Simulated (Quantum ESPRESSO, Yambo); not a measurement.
## CdSe (F-43m): G0W0 in Yambo against the bands

Wanted: the cheapest bands that holds the gap of CdSe (F-43m).

Main program and level: Yambo 5.3.0; PBE and many-body steps on it, plane waves.

## (1) The starting structure

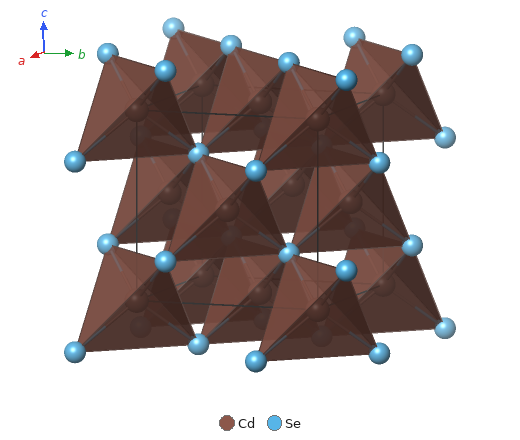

The cell as given, slightly off an axis (cadmium brown, selenium blue). This picture shows the conventional cell, with its axes. Some periodic images of atoms are drawn too.

Structure file:

```xyz
2
Lattice="0.0000 3.0250 3.0250 3.0250 0.0000 3.0250 3.0250 3.0250 0.0000" Properties=species:S:1:pos:R:3 pbc="T T T"
Cd    0.0000    0.0000    0.0000
Se    4.5375    4.5375    4.5375
```

The lattice is a measured one from papers, the positions are the Materials Project's; both are kept fixed.

## (2) 42 bands

This step: Yambo 5.3.0; G0W0 on PBE, plane waves, norm-conserving pseudopotentials.

G0W0 replaces the xc potential by the self-energy, built once from these orbitals. Only a window of levels is corrected, while the sums run over the empty bands that the input names.

Contents of gw1.in:

```
HF_and_locXC
gw0
dyson
ppa
em1d
rim_cut
RandQpts= 1000000
RandGvec= 1 RL
EXXRLvcs= 104 Ry
VXCRLvcs= 416 Ry
Chimod= "HARTREE"
% BndsRnXp
 1 | 42 |
%
NGsBlkXp= 14.5 Ry
% LongDrXp
 1 | 1 | 1 |
%
% GbndRnge
 1 | 42 |
%
DysSolver= "n"
ExtendOut
PPAPntXp= 27.21138 eV
% QPkrange
 1 | 1 | 21 | 24 |
%
```

Launch:

```bash
> OMP_NUM_THREADS=1 mpirun -n 8 yambo -F gw1.in -J gw1 -C gw1 > gw1.log
```

Output:

```text
 Yambo, version 5.3.0

 [02] CORE Variables Setup
 =========================

  [... cell, symmetries and grids as in the set-up ...]

  [02.05] Energies & Occupations
  ==============================

  [X] === General ===
  [X] Electronic Temperature                        :  0.000000  0.000000 [eV K]
  [X] Bosonic    Temperature                        :  0.000000  0.000000 [eV K]
  [X] Finite Temperature mode                       : no
  [X] El. density                                   :  0.79478E+24 [cm-3]
  [X] Fermi Level                                   :  8.337627 [eV]

  [X] === Gaps and Widths ===
  [X] Conduction Band Min                           :  0.642755 [eV]
  [X] Valence Band Max                              :  0.000000 [eV]
  [X] Filled Bands                                  :  22
  [X] Empty Bands                                   :    23   377
  [X] Direct Gap                                    :  0.642755 [eV]
  [X] Direct Gap localized at k                     :  1
  [X] Indirect Gap                                  :  0.642755 [eV]
  [X] Indirect Gap between kpts                     :  1  1
  [X] Last valence band width                       :  2.274404 [eV]
  [X] 1st conduction band width                     :  4.462916 [eV]

 [03] Transferred momenta grid and indexing
 ==========================================

 IBZ Q-points                                      :   8
 BZ  Q-points                                      :   64

 K/Q-points units:
 rlu = crystal or reduced units; cc = cartesian coordinates; iku = interal k-units

 Q [1]          [rlu]:  0.000000  0.000000  0.000000
 Q [2]          [rlu]: -0.89146E-17 -0.89146E-17  0.25000
 Q [3]          [rlu]:  0.17829E-16  0.17829E-16 -0.50000
 Q [4]          [rlu]:  0.77583E-17  0.25000      0.25000
 Q [5]          [rlu]:  0.88264E-17  0.25000      0.50000
 Q [6]          [rlu]:  0.17829E-16  0.25000     -0.25000
 Q [7]          [rlu]: -0.15517E-16 -0.50000     -0.50000
 Q [8]          [rlu]:  0.250000 -0.500000 -0.250000

 [04] Coloumb potential Random Integration (RIM)
 ===============================================

  [04.01] RIM initialization
  ==========================

  * Diagonal components only detected *

  8 x (sBL volume)        :  0.082994 [a.u.]
  sBZ random points       :  1000000
  Points outside the sBZ  :   7999624
  RL volume               :  0.663952 [a.u.]
  Integrated volume       :  0.663983 [a.u.]

  [04.02] RIM integrals
  =====================

  Gamma point sphere radius             :  0.079122 [a.u.]
  Points outside the sphere             :   799635
  [Int_sBZ(q=0) 1/q^2]*(Vol_sBZ)^(-1/3) =:  7.763403
                                 should be <:  7.795600

  Summary of Coulomb integrals for non-metallic bands |Q|[au] RIM/Bare

  Q [1] 0.100000E-4 0.995870 * Q [2] 0.237972 1.064105
  Q [4] 0.274787 1.063960 * Q [6] 0.388607 1.026025
  Q [5] 0.455682 1.019091 * Q [3] 0.475944 1.016476
  Q [7] 0.549573 1.013019 * Q [8] 0.614442 1.009952

 [WARNING] [Xp] User bands 1-42 break level degeneracy

 [05] Dipoles
 ============

  [05.01] Setup: observables and procedures
  =========================================

 [06] Dynamic Dielectric Matrix (PPA)
 ====================================

 [SLK-Inversion]  Pools        :  2
 [SLK-Inversion]  BLACS grid   :  2  2

 [WR./gw1//ndb.pp]---------------------------------------------------------------
  Brillouin Zone Q/K grids (IBZ/BZ)                :    8   64    8   64
  RL vectors                                       :   7799 [WF]
  Coulomb cutoff potential                         : none
  Electronic Temperature                           :  0.000000 [K]
  Bosonic    Temperature                           :  0.000000 [K]
  PPA    diel. fun.  energies                      : Perdew, Burke & Ernzerhof(X)+Perdew, Burke & Ernzerhof(C)
  wavefunctions                                    : Perdew, Burke & Ernzerhof(X)+Perdew, Burke & Ernzerhof(C)
  Global Gauge                                     : length
  X matrix size                                    :   339
  X band range                                     :    1   42
  X e/h energy range                               : -1.000000 -1.000000 [eV]
  X Time ordering                                  : R
  X Hxc Kernel                                     : HARTREE
  X Drude frequency                                :  0.000000  0.000000
  X poles                                          :  100.0000 [o/o]
  RL vectors in the sum                            :   7799
  [r,Vnl] included                                 : yes
  Field direction                                  :  0.577350E-5  0.577350E-5  0.577350E-5
  BZ energy Double Grid                            : no
  BZ energy DbGd points                            : 0
  BZ Q point size factor                           : -1.000000
  X Optical Averaged directions                    : none

 [07] Local Exchange-Correlation + Non-Local Fock
 ================================================

 [VXC] Plane waves :   53497
 [EXS] Plane waves :   6855

 QP @ state[ 1 ] K range:  1  1
 QP @ state[ 1 ] b range:  21  24

 [xc] Functional : Perdew, Burke & Ernzerhof(X)+Perdew, Burke & Ernzerhof(C)
 [xc] LIBXC used to calculate xc functional
  PP Number of Atomic Species                      :  2
  NLCC RL compoments                               :   53497
  PP Number of Atomic Species                      :  2
  NLCC RL compoments                               :   53497

 [xc] E_xc :  -40.58500 [Ha]
      E_xc :  -81.17000 [Ry]

  Local XC kind (lXC) : Perdew, Burke & Ernzerhof(X)+Perdew, Burke & Ernzerhof(C)
  Non-Local XC kind (nlXC) : Hartree-Fock

  Corrections @ K [1] :  [eV]
 <21|nlXC|21> = -18.56248 -0.18982E-17 <21|lXC|21> = -16.08531  0.000000
 <22|nlXC|22> = -18.56249  0.18202E-17 <22|lXC|22> = -16.08531  0.000000
 <23|nlXC|23> = -8.137804  0.23949E-17 <23|lXC|23> = -11.74024  0.000000
 <24|nlXC|24> = -5.919439  0.19810E-17 <24|lXC|24> = -10.49393  0.000000

 [08] Dyson equation: Newton solver
 ==================================

  [08.01] G0W0 (W PPA)
  ====================

  [  GW  ] Bands range     :    1   42
  [GW/PPA] G damping       :  0.100000 [eV]

  QP @ state[ 1 ] K range:  1  1
  QP @ state[ 1 ] b range:  21  24

   Sc/G bands                                       :    1   42
   Sc/G damping                                     :  0.100000 ev
   Sc bands terminator                              : no
   Sx RL components                                 :   6855

   QP @ state[ 1 ] K range                          :  1  1
   QP @ state[ 1 ] b range                          :  21  24
   GF energies kind                                 : Perdew, Burke & Ernzerhof(X)+Perdew, Burke & Ernzerhof(C)
   GF WF`s kind                                     : Perdew, Burke & Ernzerhof(X)+Perdew, Burke & Ernzerhof(C)
   Xs energies kind                                 : Perdew, Burke & Ernzerhof(X)+Perdew, Burke & Ernzerhof(C)
   Xs WF`s kind                                     : Perdew, Burke & Ernzerhof(X)+Perdew, Burke & Ernzerhof(C)

 [11] Game Over & Game summary
```

It took 36 s on 8 MPI ranks of Intel Xeon at 2.60GHz (Ice Lake), shared host; peak memory 4.9 GiB; 4.7 min of CPU time.

Numbers from this step:

| Property | Result |
| --- | --- |
| G0W0 gap on the points computed | 1.270 eV |
| starting gap on the mesh | 0.6428 eV |
| k of the valence top | 0, 0, 0 |
| k of the conduction bottom | 0, 0, 0 |
| least direct G0W0 gap on the computed points | 1.270 eV |
| Z at the valence top | 0.7923 |
| Z at the conduction bottom | 0.8146 |

The gap on the mesh goes from 0.64 eV to 1.27 eV, a correction of +0.63 eV.

## (3) 66 bands

Contents of gw2.in:

```
HF_and_locXC
gw0
dyson
ppa
em1d
rim_cut
RandQpts= 1000000
RandGvec= 1 RL
EXXRLvcs= 104 Ry
VXCRLvcs= 416 Ry
Chimod= "HARTREE"
% BndsRnXp
 1 | 66 |
%
NGsBlkXp= 14.5 Ry
% LongDrXp
 1 | 1 | 1 |
%
% GbndRnge
 1 | 66 |
%
DysSolver= "n"
ExtendOut
PPAPntXp= 27.21138 eV
% QPkrange
 1 | 1 | 21 | 24 |
%
```

Launch:

```bash
> OMP_NUM_THREADS=1 mpirun -n 8 yambo -F gw2.in -J gw2 -C gw2 > gw2.log
```

Output:

```text
 Yambo, version 5.3.0

 [02] CORE Variables Setup
 =========================

  [... cell, symmetries and grids as in the set-up ...]

  [02.05] Energies & Occupations
  ==============================

  [X] === General ===
  [X] Electronic Temperature                        :  0.000000  0.000000 [eV K]
  [X] Bosonic    Temperature                        :  0.000000  0.000000 [eV K]
  [X] Finite Temperature mode                       : no
  [X] El. density                                   :  0.79478E+24 [cm-3]
  [X] Fermi Level                                   :  8.337627 [eV]

  [X] === Gaps and Widths ===
  [X] Conduction Band Min                           :  0.642755 [eV]
  [X] Valence Band Max                              :  0.000000 [eV]
  [X] Filled Bands                                  :  22
  [X] Empty Bands                                   :    23   377
  [X] Direct Gap                                    :  0.642755 [eV]
  [X] Direct Gap localized at k                     :  1
  [X] Indirect Gap                                  :  0.642755 [eV]
  [X] Indirect Gap between kpts                     :  1  1
  [X] Last valence band width                       :  2.274404 [eV]
  [X] 1st conduction band width                     :  4.462916 [eV]

 [03] Transferred momenta grid and indexing
 ==========================================

 IBZ Q-points                                      :   8
 BZ  Q-points                                      :   64

 K/Q-points units:
 rlu = crystal or reduced units; cc = cartesian coordinates; iku = interal k-units

 Q [1]          [rlu]:  0.000000  0.000000  0.000000
 Q [2]          [rlu]: -0.89146E-17 -0.89146E-17  0.25000
 Q [3]          [rlu]:  0.17829E-16  0.17829E-16 -0.50000
[...]
================================================

 [VXC] Plane waves :   53497
 [EXS] Plane waves :   6855

 QP @ state[ 1 ] K range:  1  1
 QP @ state[ 1 ] b range:  21  24

 [xc] Functional : Perdew, Burke & Ernzerhof(X)+Perdew, Burke & Ernzerhof(C)
 [xc] LIBXC used to calculate xc functional
  PP Number of Atomic Species                      :  2
  NLCC RL compoments                               :   53497
  PP Number of Atomic Species                      :  2
  NLCC RL compoments                               :   53497

 [xc] E_xc :  -40.58500 [Ha]
      E_xc :  -81.17000 [Ry]

  Local XC kind (lXC) : Perdew, Burke & Ernzerhof(X)+Perdew, Burke & Ernzerhof(C)
  Non-Local XC kind (nlXC) : Hartree-Fock

  Corrections @ K [1] :  [eV]
 <21|nlXC|21> = -18.56248 -0.18982E-17 <21|lXC|21> = -16.08531  0.000000
 <22|nlXC|22> = -18.56249  0.18202E-17 <22|lXC|22> = -16.08531  0.000000
 <23|nlXC|23> = -8.137804  0.23949E-17 <23|lXC|23> = -11.74024  0.000000
 <24|nlXC|24> = -5.919439  0.19810E-17 <24|lXC|24> = -10.49393  0.000000

 [08] Dyson equation: Newton solver
 ==================================

  [08.01] G0W0 (W PPA)
  ====================

  [  GW  ] Bands range     :    1   66
  [GW/PPA] G damping       :  0.100000 [eV]

  QP @ state[ 1 ] K range:  1  1
  QP @ state[ 1 ] b range:  21  24

   Sc/G bands                                       :    1   66
   Sc/G damping                                     :  0.100000 ev
   Sc bands terminator                              : no
   Sx RL components                                 :   6855

   QP @ state[ 1 ] K range                          :  1  1
   QP @ state[ 1 ] b range                          :  21  24
   GF energies kind                                 : Perdew, Burke & Ernzerhof(X)+Perdew, Burke & Ernzerhof(C)
   GF WF`s kind                                     : Perdew, Burke & Ernzerhof(X)+Perdew, Burke & Ernzerhof(C)
   Xs energies kind                                 : Perdew, Burke & Ernzerhof(X)+Perdew, Burke & Ernzerhof(C)
   Xs WF`s kind                                     : Perdew, Burke & Ernzerhof(X)+Perdew, Burke & Ernzerhof(C)

 [11] Game Over & Game summary
```

Run time: 59 s. Hardware: 8 MPI ranks; peak memory 4.7 GiB.

Numbers from this step:

```
G0W0 gap on the points computed              : 1.229 eV
starting gap on the mesh                     : 0.6428 eV
k of the valence top                         : 0, 0, 0
k of the conduction bottom                   : 0, 0, 0
least direct G0W0 gap on the computed points : 1.229 eV
Z at the valence top                         : 0.7944
Z at the conduction bottom                   : 0.8151
```

Against the run before, the gap moves by −0.041 eV.

## (4) 111 bands

Contents of gw3.in:

```
HF_and_locXC
gw0
dyson
ppa
em1d
rim_cut
RandQpts= 1000000
RandGvec= 1 RL
EXXRLvcs= 104 Ry
VXCRLvcs= 416 Ry
Chimod= "HARTREE"
% BndsRnXp
 1 | 111 |
%
NGsBlkXp= 14.5 Ry
% LongDrXp
 1 | 1 | 1 |
%
% GbndRnge
 1 | 111 |
%
DysSolver= "n"
ExtendOut
PPAPntXp= 27.21138 eV
% QPkrange
 1 | 1 | 21 | 24 |
%
```

Launch:

```bash
> OMP_NUM_THREADS=1 mpirun -n 8 yambo -F gw3.in -J gw3 -C gw3 > gw3.log
```

Output:

```text
 Yambo, version 5.3.0

 [02] CORE Variables Setup
 =========================

  [... cell, symmetries and grids as in the set-up ...]

  [02.05] Energies & Occupations
  ==============================

  [X] === General ===
  [X] Electronic Temperature                        :  0.000000  0.000000 [eV K]
  [X] Bosonic    Temperature                        :  0.000000  0.000000 [eV K]
  [X] Finite Temperature mode                       : no
  [X] El. density                                   :  0.79478E+24 [cm-3]
[...]
Sx RL components                                 :   6855

   QP @ state[ 1 ] K range                          :  1  1
   QP @ state[ 1 ] b range                          :  21  24
   GF energies kind                                 : Perdew, Burke & Ernzerhof(X)+Perdew, Burke & Ernzerhof(C)
   GF WF`s kind                                     : Perdew, Burke & Ernzerhof(X)+Perdew, Burke & Ernzerhof(C)
   Xs energies kind                                 : Perdew, Burke & Ernzerhof(X)+Perdew, Burke & Ernzerhof(C)
   Xs WF`s kind                                     : Perdew, Burke & Ernzerhof(X)+Perdew, Burke & Ernzerhof(C)

 [11] Game Over & Game summary
```

The job ended after 1.7 min (8 MPI ranks; peak memory 4.9 GiB; 13 min of CPU time).

Numbers from this step:

```
G0W0 gap on the points computed              : 1.261 eV
starting gap on the mesh                     : 0.6428 eV
k of the valence top                         : 0, 0, 0
k of the conduction bottom                   : 0, 0, 0
least direct G0W0 gap on the computed points : 1.261 eV
```

Against the run before, the gap moves by +0.033 eV.

(Part 1 of 2 ends here.)

[Paths, hosts, dates, memory and timing lines, banners, echoed tables and standing remarks are left out of the program output.]

[Logs are printed without paths, hosts, clocks, repeated set-up lines and the standing remarks that a program may print on its own settings, such as how far it seeks lower states.]

[Runs of the session that timed out or met a known fault of the program may be left out.]

[Hosts, paths, dates, database ids (printed as entryN), source tags and the programs' standing remarks are cut or masked in the printed files.]
